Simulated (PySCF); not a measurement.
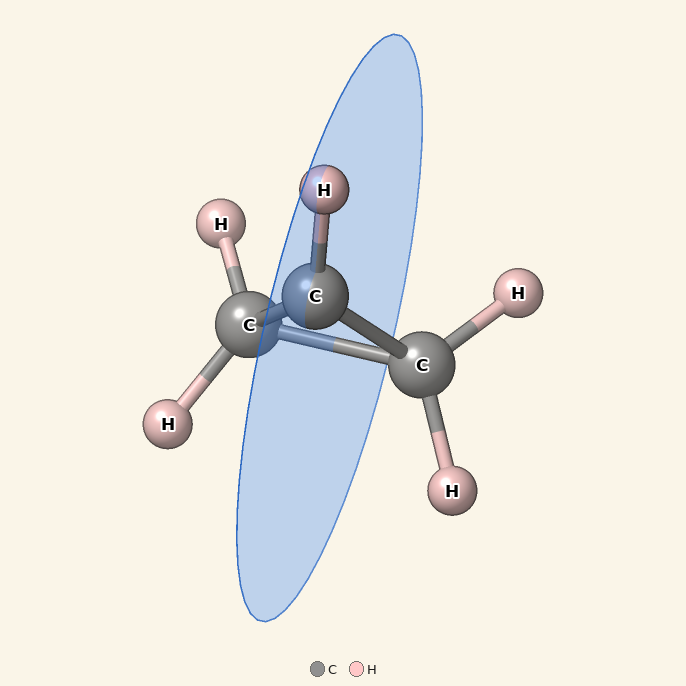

All proper rotation axes (lines) and mirror planes (discs) of the structure are drawn in. Distant atoms are faded towards the background colour. State: neutral, doublet. Computed geometry: GFN2-xTB optimisation. No frequency run is at hand to confirm it as a minimum.

Name the symmetry elements and the point group.

Answer. It has 1 mirror plane. Point group Cs. The group has 2 operations. The geometry is achiral, and symmetry allows a dipole moment.
